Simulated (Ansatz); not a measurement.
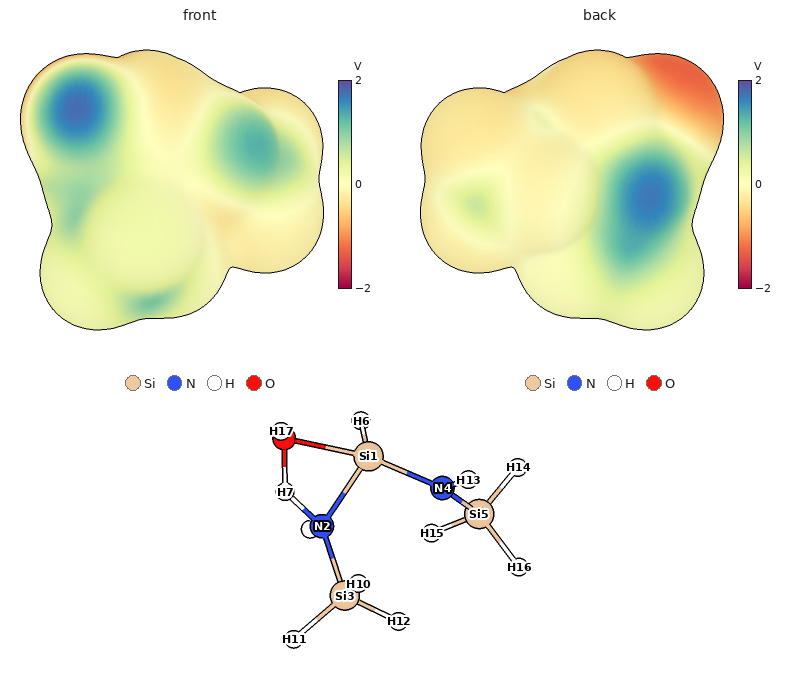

The picture shows: H11N2OSi3 (doublet). The electrostatic potential painted on the density surface at 0.001 e/bohr³, seen from the front and from behind; red is negative and blue positive. The bare structure is drawn below in the same view.

A transition-state structure; geometry: PBE0-D4/def2-TZVP.

Computed with UKS PBE0-D4/def2-TZVPP (Ansatz 0.2.0).

```xyz
17

Si    0.8300    0.2637    1.0793
N     0.7325   -1.0469   -0.2745
Si    0.3473   -0.5265   -1.9083
N    -0.5292    1.2970    0.6025
Si   -2.2042    0.8946    0.6917
H     0.3726   -0.4992    2.2726
H     1.9357   -1.1129    0.1175
O     2.6041   -0.6559    1.0490
H     0.2240   -1.8746    0.0204
H     1.1953    0.6550   -2.1938
H     0.6859   -1.6294   -2.8459
H    -1.0880   -0.1909   -2.0665
H    -0.3013    2.2754    0.5063
H    -2.8612    1.3076    1.9648
H    -2.3004   -0.5877    0.5909
H    -2.9773    1.5062   -0.4250
H     3.3342   -0.0754    0.8188
```

Q: Where is the surface potential most negative and most positive?

A: The most negative region (about −1.2 V, or −28 kcal/mol for a unit charge) lies over O8, the most positive (about +1.7 V, or +39 kcal/mol for a unit charge) over H9 and H17. O8 is the likeliest acceptor of a hydrogen bond.
